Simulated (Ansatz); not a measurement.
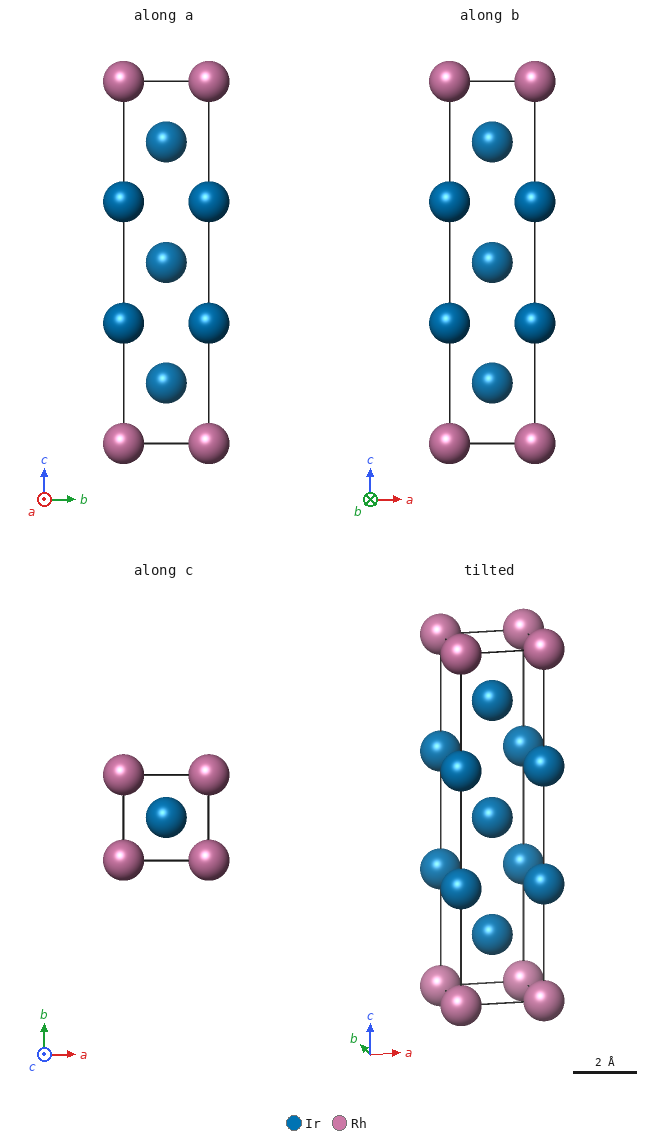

Spheres-only representation of a periodic structure, projected along the a axis, along the b axis, along the c axis and slightly off an axis. The conventional unit cell is outlined; an atom on or near a face, edge or corner is repeated at each equivalent position.

Lattice parameters: a = 2.7343 Å, b = 2.7343 Å, c = 11.5994 Å, α = 90.000°, β = 90.000°, γ = 90.000°.

**Turn the picture into a CIF with its space group and independent sites, with free fractional coordinates to two decimals.**

```cif
data_structure
_symmetry_space_group_name_H-M 'P 4/m m m'
_symmetry_Int_Tables_number 123
_cell_length_a 2.7343
_cell_length_b 2.7343
_cell_length_c 11.5994
_cell_angle_alpha 90.000
_cell_angle_beta 90.000
_cell_angle_gamma 90.000
_cell_volume 86.72
loop_
_atom_site_label
_atom_site_type_symbol
_atom_site_symmetry_multiplicity
_atom_site_Wyckoff_symbol
_atom_site_fract_x
_atom_site_fract_y
_atom_site_fract_z
_atom_site_occupancy
Ir1 Ir 2 h 0.50 0.50 0.83 1
Ir2 Ir 2 g 0.00 0.00 0.33 1
Ir3 Ir 1 d 0.50 0.50 0.50 1
Rh1 Rh 1 a 0.00 0.00 0.00 1
```

The cell started as a structure type filled with these elements by a generator (whether the compound takes this form wasn't checked). It is drawn as it came out of a relaxation with Ansatz, DFT PBE, scalar-relativistic, plane waves, PAW.
